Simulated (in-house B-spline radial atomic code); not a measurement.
The Cl⁵⁺ ion; electrons: [He] 2s1 2p6 3s2 4p1 (high spin). The calculation used an in-house B-spline radial code at this level: non-relativistic PBE, spin-polarised, spherical fractional occupations, point nucleus, basis-set limit.

```
Z = 17
electrons = 12.0
configuration = [He] 2s1 2p6 3s2 4p1
hamiltonian = nr
method = pbe,pbe
spin_polarised = True
```

Launched within a batch that task.json describes:
```bash
python run_scf.py task.json out
```

Wanted: the radial probability densities P² of 4p up and 3s up.

3s up: outer maximum at 1.12 bohr, ⟨r⟩ = 1.23 bohr, 2 nodes, eigenvalue −101.7 eV; 4p up: outer maximum at 2.70 bohr, ⟨r⟩ = 2.76 bohr, 2 nodes, eigenvalue −39.8 eV.

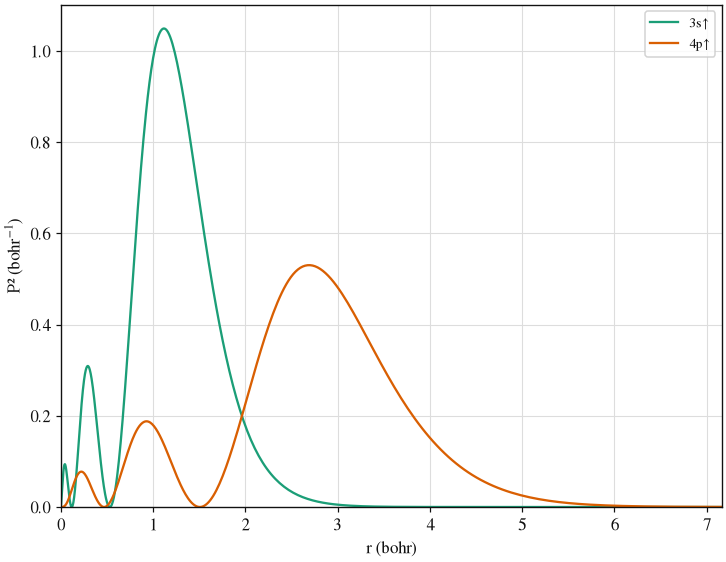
